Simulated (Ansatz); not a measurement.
# Two runs on C₂H₈Si

System: C₂H₈Si.
Method of run 1: RKS PBE0-D4/def2-TZVPP (Ansatz 0.2.0).

The geometry comes from this level: PBE0-D4/def2-TZVP. Text and figures count atoms from 1; the logs count them from 0 in places.

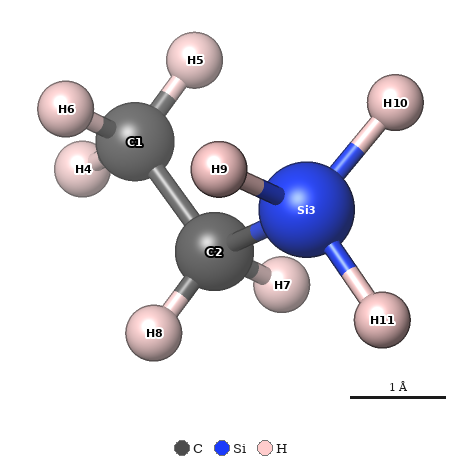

The input geometry (ball-and-stick view, seen at a tilt; atoms are numbered from 1 in the order of the input). Bond lengths as drawn: C–C 1.53 Å, C–H 1.09 to 1.10 Å, C–Si 1.88 Å and H–Si 1.49 Å.

### Input file, run 1
```yaml
crystal:
  periodic: [false, false, false]
  atoms:
    - {symbol: C, position_ang: [-0.823549, 1.066924, -0.423604]}
    - {symbol: C, position_ang: [-0.543207, -0.415636, -0.195651]}
    - {symbol: Si, position_ang: [1.152616, -0.749698, 0.534646]}
    - {symbol: H, position_ang: [-1.817422, 1.227676, -0.849021]}
    - {symbol: H, position_ang: [-0.097074, 1.509072, -1.110417]}
    - {symbol: H, position_ang: [-0.771575, 1.630891, 0.511389]}
    - {symbol: H, position_ang: [-0.623580, -0.969857, -1.137005]}
    - {symbol: H, position_ang: [-1.293674, -0.848809, 0.474370]}
    - {symbol: H, position_ang: [1.294203, -0.066462, 1.850540]}
    - {symbol: H, position_ang: [2.217433, -0.232745, -0.369431]}
    - {symbol: H, position_ang: [1.371131, -2.208456, 0.734784]}
basis:
  gaussian: {orbitals: def2-TZVPP}
hamiltonian: {xc: pbe0, dispersion: d4}
output: {orbitals: {seedname: orbitals}}
```

Hardware: 2 CPU threads, shared host.

### Output (run 1)
```
Functional definition: PBE0
  parameter a = 0.25
  parameter kappa = 0.804
  parameter beta = 0.06672455060314922
  exchange = (1 - a)*pbe_x(kappa = kappa, mu = beta*pi^2/3) + a*exact_x
  correlation = pbe_c(beta = beta)
1123 factors; their error is unknown
mean field evaluation 1: about -10070.0566 eV, gradient 5.5e1 eV
mean field evaluation 2: about -10065.6264 eV, gradient 6.6e1 eV
mean field evaluation 4: about -10077.0781 eV, gradient 1.6e0 eV
mean field evaluation 8: about -10077.0911 eV, gradient 5.6e-2 eV
mean field -10077.09107244 eV, -370.3262664145 hartree, gradient 5.7e-5 eV, S^2 0.000000; 0 other end points of the search recorded, 0 dependent functions left out
reference -10077.09110503 eV, -370.3262676121 hartree; 17, 17 occupied and 199, 199 virtual orbitals, 1123 factors
Total energy: -10077.23885804 eV, -370.3316974351 hartree
```

The input of run 2 differs as follows (lines with − go, lines with + come):
```diff
-  gaussian: {orbitals: def2-TZVPP}
+  gaussian: {orbitals: "def2-QZVPP.json"}
```

How does run 2 compare with run 1?

The total energy of run 2 is 9.3 kcal/mol lower, which measures the change of basis and not a stability. The LUMO goes from 0.70 to 0.43 eV. The basis functions go from 216 to 424.

### Output (run 2)
```
Functional definition: PBE0
  parameter a = 0.25
  parameter kappa = 0.804
  parameter beta = 0.06672455060314922
  exchange = (1 - a)*pbe_x(kappa = kappa, mu = beta*pi^2/3) + a*exact_x
  correlation = pbe_c(beta = beta)
1235 factors; their error is unknown
mean field evaluation 1: about -10069.5676 eV, gradient 5.8e1 eV
mean field evaluation 2: about -10064.1598 eV, gradient 7.1e1 eV
mean field evaluation 4: about -10077.4805 eV, gradient 1.9e0 eV
mean field evaluation 8: about -10077.4924 eV, gradient 3.2e-2 eV
mean field -10077.49236461 eV, -370.3410136298 hartree, gradient 1.3e-5 eV, S^2 0.000000; 0 other end points of the search recorded, 0 dependent functions left out
reference -10077.49240759 eV, -370.3410152091 hartree; 17, 17 occupied and 407, 407 virtual orbitals, 1235 factors
Total energy: -10077.64016060 eV, -370.3464450322 hartree
```

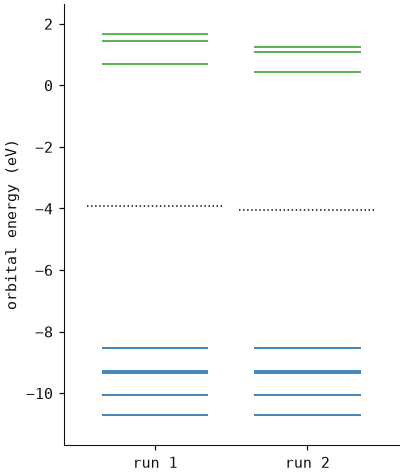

The five highest filled and three lowest empty orbital energies of the two runs; the dotted lines part filled from empty levels. The HOMO–LUMO gap is 9.22 eV in run 1 and 8.96 eV in run 2.

### The two runs side by side

| quantity | run 1 | run 2 |
| --- | --- | --- |
| outcome | converged | converged |
| total energy (hartree) | −370.331697 | −370.346445 |
| HOMO (eV) | −8.52 | −8.52 |
| LUMO (eV) | 0.70 | 0.43 |
| basis functions | 216 | 424 |
| wall time (shared host) | 2.4 s | 8 s |
